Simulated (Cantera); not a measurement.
Charge: 1 mol Si₂Cl₆, 2.5 mol N₂, 95 mol H₂, held at 0.340 bar.

These are equilibrium values from Cantera (NASA tables, ideal gas, pure condensed phases), not measurements of a reactor. Candidate condensed phases: NH₄Cl, Si, Si₃N₄; 28 gas species. The feed counts by its element totals alone. The tables' values for SiCl₃, SiCl are old estimates; treat these amounts as uncertain. Gases not in the tables: Si₂H₆ and higher silanes. Kinetics and transport are ignored.

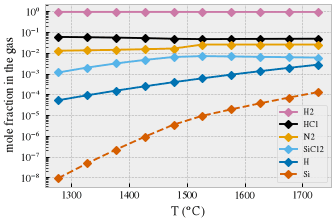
Equilibrium gas composition (values under 1e-9 drawn at 1e-9)

From 1277 °C to 1477 °C the condensed part is Si₃N₄(s). From 1527 °C to 1727 °C the condensed part is Si(l). The main Si-bearing gas is SiCl₂ throughout. The share of Si in condensed phases is highest at 1277 °C (93.8 %) and lowest at 1527 °C (64.2 %).
